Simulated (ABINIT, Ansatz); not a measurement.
**KCl (Sylvite): one start, several treatments of the self-energy**

How much does the gap of KCl (Sylvite) depend on the approximation to the self-energy?

Calculated with ABINIT 10.8.3; PBE and many-body steps on it, plane waves.

## (1) Starting point

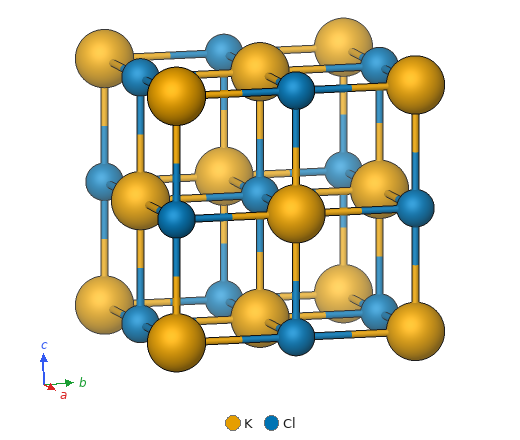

The cell as given, slightly off an axis (potassium orange, chlorine blue). This picture shows the conventional cell, with its axes. Some periodic images of atoms are drawn too.

The cell and positions come from the Crystallography Open Database and are kept as given unless a step says otherwise.

## (2) Empty states on the mesh, 4×4×4 mesh, 1147 bands

This step: ABINIT 10.8.3; DFT, PBE, plane waves, norm-conserving pseudopotentials.

The sums over transitions need many empty states on a uniform mesh; this step solves for them.

Input file run.abi:

```
acell 3*1.0 Angstrom
rprim 
  -0.000000000000 3.146470000000 3.146470000000
  3.146470000000 0.000000000000 3.146470000000
  3.146470000000 3.146470000000 -0.000000000000
ntypat 2
znucl 19 17
natom 2
typat 1 2
xred 
  0.000000000000 0.000000000000 0.000000000000
  0.500000000000 0.500000000000 0.500000000000
pp_dirpath "pseudos"
pseudos "K.upf, Cl.upf"
ecut 33
ngkpt 4 4 4
nshiftk 1
shiftk 0 0 0
kptopt 1
chksymbreak 0
irdden 1
istwfk *1
nband 1147
prtvol 0
optdriver 6
gwr_task "HDIAGO"
paral_kgb 0
occopt 1
indata_prefix "in"
outdata_prefix "out"
tmpdata_prefix "tmp"
```

On the command line:

```
$ OMP_NUM_THREADS=1 mpirun -n 4 abinit run.abi > log
```

Output:

```text
.Version 10.8.3 of ABINIT. v10.8.2 released Aug 2026.

 Symmetries : space group Fm -3 m (#225); Bravais cF (face-center cubic)
[... echo of the input left out ...]
== DATASET  1 ==================================================================
-   mpi_nproc: 4, omp_nthreads: 1 (-1 if OMP is not activated)

--- !DatasetInfo
iteration_state: {dtset: 1, }
dimensions: {natom: 2, nkpt: 8, mband: 1147, nsppol: 1, nspinor: 1, nspden: 1, mpw: 3839, }
cutoff_energies: {ecut:  33.0, pawecutdg:  -1.0, }
[...]
Direct band gap semiconductor
 Fundamental gap:     5.190 (eV)
   VBM:    -0.231 (eV) at k: [ 0.0000E+00,  0.0000E+00,  0.0000E+00]
   CBM:     4.958 (eV) at k: [ 0.0000E+00,  0.0000E+00,  0.0000E+00]
 Direct gap:         5.190 (eV) at k: [ 0.0000E+00,  0.0000E+00,  0.0000E+00]

== END DATASET(S) ==============================================================
================================================================================

 -outvars: echo values of variables after computation  --------
           etotal      0.0000000000E+00
            nband        1147
             nkpt           8
          spgroup         225
 [... the other variables as echoed above ...]

 Calculation completed.
```

It took 2.1 min on 4 MPI ranks of Intel Xeon 6975P-C (Granite Rapids), shared host; peak memory 3.6 GiB.

Numbers from this step:

* gap: 5.190 eV
* k of the valence top: 0, 0, 0
* k of the conduction bottom: 0, 0, 0
* least direct gap: 5.190 eV
* k points computed: 8
* lowest point of the top converged band, above the valence top: 391.8834 eV

On this mesh the gap is 5.190 eV.

The density comes from a self-consistent run that is not shown.

## (3) Screening, 4×4×4 mesh, 469 bands, screening to 283 eV

The RPA dielectric matrix is built and inverted for each q.

This step: RPA screening on PBE, plane waves, norm-conserving pseudopotentials.

Changes to run.abi since step 2:

```diff
@@ -20,10 +20,11 @@
 chksymbreak 0
-irdden 1
 istwfk *1
-nband 1147
-prtvol 0
-optdriver 6
-gwr_task "HDIAGO"
-paral_kgb 0
 occopt 1
+irdwfk 1
+optdriver 3
+nband 469
+ecuteps 10.4
+inclvkb 2
+awtr 1
+symchi 1
 indata_prefix "in"
```

Output:

```text
.Version 10.8.3 of ABINIT. v10.8.2 released Aug 2026.

 Symmetries : space group Fm -3 m (#225); Bravais cF (face-center cubic)
[... echo of the input left out ...]
== DATASET  1 ==================================================================
-   mpi_nproc: 4, omp_nthreads: 1 (-1 if OMP is not activated)

--- !DatasetInfo
iteration_state: {dtset: 1, }
dimensions: {natom: 2, nkpt: 8, mband: 469, nsppol: 1, nspinor: 1, nspden: 1, mpw: 3839, }
cutoff_energies: {ecut:  33.0, pawecutdg:  -1.0, }
electrons: {nelect:   1.60000000E+01, charge:   0.00000000E+00, occopt:   1.00000000E+00, tsmear:   1.00000000E-02, }

 SCREENING: Calculation of the susceptibility and dielectric matrices

 Based on a program developped by R.W. Godby, V. Olevano, G. Onida, and L. Reining.
 Incorporated in ABINIT by V. Olevano, G.-M. Rignanese, and M. Torrent.
.Using double precision arithmetic ; gwpc =  8

[... cell and pseudopotentials left out ...]
--------------------------------------------------------------------------------

 ==== K-mesh for the wavefunctions ====
 Number of points in the irreducible wedge :     8
[... list of points left out ...]
 Together with 48 symmetry operations and time-reversal symmetry
 yields    64 points in the full Brillouin Zone.

 ==== Q-mesh for the screening function ====
 Number of points in the irreducible wedge :     8
[... list of points left out ...]
 Together with 48 symmetry operations and time-reversal symmetry
 yields    64 points in the full Brillouin Zone.

 setmesh: FFT mesh size selected  =    36x   36x   36
          total number of points  =        46656

 vcoul_init : cutoff-mode = AUXILIARY_FUNCTION
 q-points for optical limit:   1
     1)      0.000010    0.000020    0.000030

- screening: taking advantage of time-reversal symmetry
- Maximum band index for partially occupied states nbvw = 8
- Remaining bands to be divided among processors   nbcw = 461
- Number of bands treated by each node ~115

 Number of electrons calculated from density =   16.0000; Expected =   16.0000
 average of density, n =  0.038056
 r_s =    1.8443
 omega_plasma =   18.8177 [eV]

 calculating chi0 at frequencies [eV] :
  1    0.000000E+00    0.000000E+00
  2    0.000000E+00    1.881772E+01

--------------------------------------------------------------------------------
  q-point number  1        q = ( 0.000000, 0.000000, 0.000000) [r.l.u.]
--------------------------------------------------------------------------------
[... chi0 elements left out ...]
 For q-point:  0.000010 0.000020 0.000030
  dielectric constant =   2.1775
  dielectric constant without local fields =   2.5858

  Average fulfillment of the sum rule on Im[epsilon] for q-point    1 :     88.26  [%]
[... wings left out ...]
  q-point number  2        q = ( 0.250000, 0.000000, 0.000000) [r.l.u.]
--------------------------------------------------------------------------------
[... chi0 elements left out ...]
  Average fulfillment of the sum rule on Im[epsilon] for q-point    2 :     88.90  [%]

 [... 6 further q-points ...]
```

Elapsed: 8.8 min, on 4 MPI ranks; peak memory 3.6 GiB; 35 min of CPU time.

Numbers from this step:

```yaml
eps_infinity_with_local_fields_on_this_mesh_along_the_program_s_q_direction: 2.178
the_same_without_local_fields: 2.586
plasma_frequency: 18.82 eV
plane_waves_in_the_screening_matrix: 645
```

Local fields lower ε∞ by 16 %.

## (4) G0W0, Godby-Needs plasmon pole

The self-energy is evaluated for the states that the input lists, and the levels follow from it, in one-shot runs by the linearised quasiparticle equation.

This step: G0W0 on PBE, plane waves, norm-conserving pseudopotentials.

Changes to run.abi since step 3:

```diff
@@ -23,8 +23,15 @@
 irdwfk 1
-optdriver 3
+optdriver 4
 nband 469
+gwcalctyp 0
+ecutsigx 33
+symsigma 1
+nkptgw 1
+kptgw 
+  0.0000000000 0.0000000000 0.0000000000
+bdgw 
+  6 12
 ecuteps 10.4
-inclvkb 2
-awtr 1
-symchi 1
+irdscr 1
+ppmodel 1
 indata_prefix "in"
```

Output:

```text
.Version 10.8.3 of ABINIT. v10.8.2 released Aug 2026.

 Symmetries : space group Fm -3 m (#225); Bravais cF (face-center cubic)
[... echo of the input left out ...]
== DATASET  1 ==================================================================
-   mpi_nproc: 4, omp_nthreads: 1 (-1 if OMP is not activated)

--- !DatasetInfo
iteration_state: {dtset: 1, }
dimensions: {natom: 2, nkpt: 8, mband: 469, nsppol: 1, nspinor: 1, nspden: 1, mpw: 3839, }
cutoff_energies: {ecut:  33.0, pawecutdg:  -1.0, }
electrons: {nelect:   1.60000000E+01, charge:   0.00000000E+00, occopt:   1.00000000E+00, tsmear:   1.00000000E-02, }

 SIGMA: Calculation of the GW corrections

 Based on a program developped by R.W. Godby, V. Olevano, G. Onida, and L. Reining.
 Incorporated in ABINIT by V. Olevano, G.-M. Rignanese, and M. Torrent.
.Using double precision arithmetic ; gwpc =  8

[... cell and pseudopotentials left out ...]
--------------------------------------------------------------------------------

 ==== K-mesh for the wavefunctions ====
 Number of points in the irreducible wedge :     8
[... list of points left out ...]
 Together with 48 symmetry operations and time-reversal symmetry
 yields    64 points in the full Brillouin Zone.

 ==== Q-mesh for screening function ====
 Number of points in the irreducible wedge :     8
[... list of points left out ...]
 Together with 48 symmetry operations and time-reversal symmetry
 yields    64 points in the full Brillouin Zone.

 vcoul_init : cutoff-mode = AUXILIARY_FUNCTION
 q-points for optical limit:   1
     1)      0.000010    0.000020    0.000030
 setmesh: FFT mesh size selected  =    45x   45x   45
          total number of points  =        91125

 Number of electrons calculated from density =   16.0000; Expected =   16.0000
 average of density, n =  0.038056
 r_s =    1.8443
 omega_plasma =   18.8177 [eV]

 === KS Band Gaps ===
  >>>> For spin  1
   Minimum direct gap =   5.1895 [eV], located at k-point      :   0.0000  0.0000  0.0000
   Fundamental gap    =   5.1895 [eV], Top of valence bands at :   0.0000  0.0000  0.0000
                                       Bottom of conduction at :   0.0000  0.0000  0.0000
 SIGMA fundamental parameters:
 PLASMON POLE MODEL  1
 number of plane-waves for SigmaX                 3839
 number of plane-waves for SigmaC and W            645
 number of plane-waves for wavefunctions          3839
 number of bands                                   469
 number of independent spin polarizations            1
 number of spinorial components                      1
 number of k-points in IBZ                           8
 number of q-points in IBZ                           8
 number of symmetry operations                      48
 number of k-points in BZ                           64
 number of q-points in BZ                           64
 number of frequencies for dSigma/dE                 9
 frequency step for dSigma/dE [eV]                0.25
 number of omega for Sigma on real axis              0
 max omega for Sigma on real axis  [eV]           0.00
 zcut for avoiding poles [eV]                     0.10

 EPSILON^-1 parameters (SCR file):
 dimension of the eps^-1 matrix on file            645
 dimension of the eps^-1 matrix used               645
 number of plane-waves for wavefunctions          3839
 number of bands                                   469
 number of q-points in IBZ                           8
 number of frequencies                               2
 number of real frequencies                          1
 number of imag frequencies                          1

 matrix elements of self-energy operator (all in [eV])

 Perturbative Calculation

--- !SelfEnergy_ee
iteration_state: {dtset: 1, }
kpoint     : [   0.000,    0.000,    0.000, ]
spin       : 1
KS_gap     :    5.190
QP_gap     :    8.203
Delta_QP_KS:    3.014
data: !SigmaeeData |
     Band     E0 <VxcDFT>   SigX SigC(E0)      Z dSigC/dE  Sig(E)    E-E0       E
        6  -0.231 -14.148 -18.664   1.565   0.807  -0.240 -16.528  -2.381  -2.612
        7  -0.231 -14.148 -18.664   1.565   0.807  -0.240 -16.528  -2.381  -2.612
        8  -0.231 -14.148 -18.664   1.565   0.807  -0.240 -16.528  -2.381  -2.612
        9   4.958  -6.955  -3.245  -2.984   0.872  -0.146  -6.322   0.633   5.591
       10   8.135  -8.956  -4.051  -3.134   0.867  -0.153  -7.421   1.535   9.671
       11   8.135  -8.956  -4.051  -3.134   0.867  -0.153  -7.421   1.535   9.671
       12   8.135  -8.956  -4.051  -3.134   0.867  -0.153  -7.421   1.535   9.671

== END DATASET(S) ==============================================================
================================================================================

 -outvars: echo values of variables after computation  --------
           etotal      0.0000000000E+00
            nband         469
             nkpt           8
          spgroup         225
 [... the other variables as echoed above ...]

 Calculation completed.
```

Wall time 3.4 min (4 MPI ranks); peak memory 4.1 GiB.

This step gave:

| Item | Value |
| --- | --- |
| G0W0 gap on the points computed | 8.203 eV |
| starting gap on the mesh | 5.190 eV |
| k of the valence top | 0, 0, 0 |
| k of the conduction bottom | 0, 0, 0 |
| Z at the valence top | 0.807 |
| Z at the conduction bottom | 0.872 |
| least direct G0W0 gap on the computed points | 8.203 eV |

The gap on the mesh goes from 5.19 eV to 8.20 eV, a correction of +3.01 eV.

## (5) G0W0, Hybertsen-Louie plasmon pole

Changes to run.abi since step 4:

```diff
@@ -35,3 +35,3 @@
 irdscr 1
-ppmodel 1
+ppmodel 2
 indata_prefix "in"
```

Output:

```text
.Version 10.8.3 of ABINIT. v10.8.2 released Aug 2026.

 Symmetries : space group Fm -3 m (#225); Bravais cF (face-center cubic)
[... echo of the input left out ...]
== DATASET  1 ==================================================================
-   mpi_nproc: 4, omp_nthreads: 1 (-1 if OMP is not activated)

--- !DatasetInfo
iteration_state: {dtset: 1, }
dimensions: {natom: 2, nkpt: 8, mband: 469, nsppol: 1, nspinor: 1, nspden: 1, mpw: 3839, }
cutoff_energies: {ecut:  33.0, pawecutdg:  -1.0, }
electrons: {nelect:   1.60000000E+01, charge:   0.00000000E+00, occopt:   1.00000000E+00, tsmear:   1.00000000E-02, }

 SIGMA: Calculation of the GW corrections

 Based on a program developped by R.W. Godby, V. Olevano, G. Onida, and L. Reining.
 Incorporated in ABINIT by V. Olevano, G.-M. Rignanese, and M. Torrent.
.Using double precision arithmetic ; gwpc =  8

[... cell and pseudopotentials left out ...]
--------------------------------------------------------------------------------

 ==== K-mesh for the wavefunctions ====
 Number of points in the irreducible wedge :     8
[... list of points left out ...]
 Together with 48 symmetry operations and time-reversal symmetry
 yields    64 points in the full Brillouin Zone.

 ==== Q-mesh for screening function ====
 Number of points in the irreducible wedge :     8
[... list of points left out ...]
 Together with 48 symmetry operations and time-reversal symmetry
 yields    64 points in the full Brillouin Zone.

 vcoul_init : cutoff-mode = AUXILIARY_FUNCTION
 q-points for optical limit:   1
     1)      0.000010    0.000020    0.000030
 setmesh: FFT mesh size selected  =    45x   45x   45
          total number of points  =        91125

 Number of electrons calculated from density =   16.0000; Expected =   16.0000
[...]
number of q-points in BZ                           64
 number of frequencies for dSigma/dE                 9
 frequency step for dSigma/dE [eV]                0.25
 number of omega for Sigma on real axis              0
 max omega for Sigma on real axis  [eV]           0.00
 zcut for avoiding poles [eV]                     0.10

 EPSILON^-1 parameters (SCR file):
 dimension of the eps^-1 matrix on file            645
 dimension of the eps^-1 matrix used               645
 number of plane-waves for wavefunctions          3839
 number of bands                                   469
 number of q-points in IBZ                           8
 number of frequencies                               2
 number of real frequencies                          1
 number of imag frequencies                          1

 matrix elements of self-energy operator (all in [eV])

 Perturbative Calculation

--- !SelfEnergy_ee
iteration_state: {dtset: 1, }
kpoint     : [   0.000,    0.000,    0.000, ]
spin       : 1
KS_gap     :    5.190
QP_gap     :    8.625
Delta_QP_KS:    3.435
data: !SigmaeeData |
     Band     E0 <VxcDFT>   SigX SigC(E0)      Z dSigC/dE  Sig(E)    E-E0       E
        6  -0.231 -14.148 -18.664   1.007   0.860  -0.163 -17.166  -3.018  -3.250
        7  -0.231 -14.148 -18.664   1.007   0.860  -0.163 -17.166  -3.018  -3.250
        8  -0.231 -14.148 -18.664   1.007   0.860  -0.163 -17.166  -3.018  -3.250
        9   4.958  -6.955  -3.245  -3.245   0.897  -0.115  -6.538   0.417   5.375
       10   8.135  -8.956  -4.051  -3.486   0.891  -0.122  -7.692   1.265   9.400
       11   8.135  -8.956  -4.051  -3.486   0.891  -0.122  -7.692   1.265   9.400
       12   8.135  -8.956  -4.051  -3.486   0.891  -0.122  -7.692   1.265   9.400

== END DATASET(S) ==============================================================
================================================================================

 -outvars: echo values of variables after computation  --------
           etotal      0.0000000000E+00
            nband         469
             nkpt           8
          spgroup         225
 [... the other variables as echoed above ...]

 Calculation completed.
```

Wall time 3.6 min (4 MPI ranks); peak memory 4 GiB; 14 min of CPU time.

Numbers from this step:

| Property | Result |
| --- | --- |
| G0W0 gap on the points computed | 8.625 eV |
| starting gap on the mesh | 5.190 eV |
| k of the valence top | 0, 0, 0 |
| k of the conduction bottom | 0, 0, 0 |
| Z at the valence top | 0.86 |
| Z at the conduction bottom | 0.897 |
| least direct G0W0 gap on the computed points | 8.625 eV |

Against G0W0 in ABINIT (4×4×4 mesh, 469 bands, screening to 283 eV, Godby-Needs plasmon pole), the gap moves by +0.422 eV.

## (6) G0W0, Engel-Farid plasmon pole

Changes to run.abi since step 5:

```diff
@@ -35,3 +35,3 @@
 irdscr 1
-ppmodel 2
+ppmodel 4
 indata_prefix "in"
```

Output:

```text
.Version 10.8.3 of ABINIT. v10.8.2 released Aug 2026.

 Symmetries : space group Fm -3 m (#225); Bravais cF (face-center cubic)
[... echo of the input left out ...]
== DATASET  1 ==================================================================
-   mpi_nproc: 4, omp_nthreads: 1 (-1 if OMP is not activated)

--- !DatasetInfo
iteration_state: {dtset: 1, }
dimensions: {natom: 2, nkpt: 8, mband: 469, nsppol: 1, nspinor: 1, nspden: 1, mpw: 3839, }
cutoff_energies: {ecut:  33.0, pawecutdg:  -1.0, }
[...]
10   8.135  -8.956  -4.051  -3.279   0.876  -0.142  -7.532   1.424   9.559
       11   8.135  -8.956  -4.051  -3.279   0.876  -0.142  -7.532   1.424   9.559
       12   8.135  -8.956  -4.051  -3.279   0.876  -0.142  -7.532   1.424   9.559

== END DATASET(S) ==============================================================
================================================================================

 -outvars: echo values of variables after computation  --------
           etotal      0.0000000000E+00
            nband         469
             nkpt           8
          spgroup         225
 [... the other variables as echoed above ...]

 Calculation completed.
```

Run time: 72 s. Hardware: 4 MPI ranks; peak memory 3.7 GiB.

Numbers from this step:

| Property | Result |
| --- | --- |
| G0W0 gap on the points computed | 8.416 eV |
| starting gap on the mesh | 5.190 eV |
| k of the valence top | 0, 0, 0 |
| k of the conduction bottom | 0, 0, 0 |
| least direct G0W0 gap on the computed points | 8.416 eV |

Against G0W0 in ABINIT (4×4×4 mesh, 469 bands, screening to 283 eV, Godby-Needs plasmon pole), the gap moves by +0.213 eV.

## (7) One-shot Hartree-Fock

This step: one-shot Hartree-Fock on PBE, plane waves, norm-conserving pseudopotentials.

Changes to run.abi since step 6:

```diff
@@ -24,4 +24,4 @@
 optdriver 4
-nband 469
-gwcalctyp 0
+nband 12
+gwcalctyp 5
 ecutsigx 33
@@ -33,5 +33,4 @@
   6 12
-ecuteps 10.4
-irdscr 1
-ppmodel 4
+ixc_sigma 40
+fftgw 31
 indata_prefix "in"
```

Output:

```text
.Version 10.8.3 of ABINIT. v10.8.2 released Aug 2026.

 Symmetries : space group Fm -3 m (#225); Bravais cF (face-center cubic)
[... echo of the input left out ...]
== DATASET  1 ==================================================================
-   mpi_nproc: 4, omp_nthreads: 1 (-1 if OMP is not activated)

--- !DatasetInfo
iteration_state: {dtset: 1, }
dimensions: {natom: 2, nkpt: 8, mband: 12, nsppol: 1, nspinor: 1, nspden: 1, mpw: 3839, }
cutoff_energies: {ecut:  33.0, pawecutdg:  -1.0, }
[...]
10   8.135  -8.956  -4.051   0.000   1.000   0.000  -4.051   4.905  13.041
       11   8.135  -8.956  -4.051   0.000   1.000   0.000  -4.051   4.905  13.041
       12   8.135  -8.956  -4.051   0.000   1.000   0.000  -4.051   4.905  13.041

== END DATASET(S) ==============================================================
================================================================================

 -outvars: echo values of variables after computation  --------
           etotal      0.0000000000E+00
            nband          12
             nkpt           8
          spgroup         225
 [... the other variables as echoed above ...]

 Calculation completed.
```

It took 3 s on 4 MPI ranks; peak memory 0.18 GiB; 11 s of CPU time.

This step gave:

* quasiparticle gap on the points computed: 13.42 eV
* starting gap on the mesh: 5.190 eV
* k of the valence top: 0, 0, 0
* k of the conduction bottom: 0, 0, 0
* least direct quasiparticle gap on the computed points: 13.42 eV

Against G0W0 in ABINIT (4×4×4 mesh, 469 bands, screening to 283 eV, Godby-Needs plasmon pole), the gap moves by +5.213 eV.

(Continued in part 2 of 2.)

[Paths, hosts, dates, memory and timing lines, banners, echoed tables and standing remarks are left out of the program output.]

[Logs are printed without paths, hosts, clocks, repeated set-up lines and the standing remarks that a program may print on its own settings, such as how far it seeks lower states.]

[Runs of the session that timed out or met a known fault of the program may be left out.]

[Hosts, paths, dates, database ids (printed as entryN), source tags and the programs' standing remarks are cut or masked in the printed files.]

[G0W0 gaps are taken among the corrected bands and points alone; a level outside them can change the order at an edge.]

[Where Ansatz stands beside ABINIT at settings called matched, ABINIT's density can come from a denser mesh and the files from another edition; pairs whose starting gaps differed by over 0.03 eV were left out, so agreement reads better than it is.]
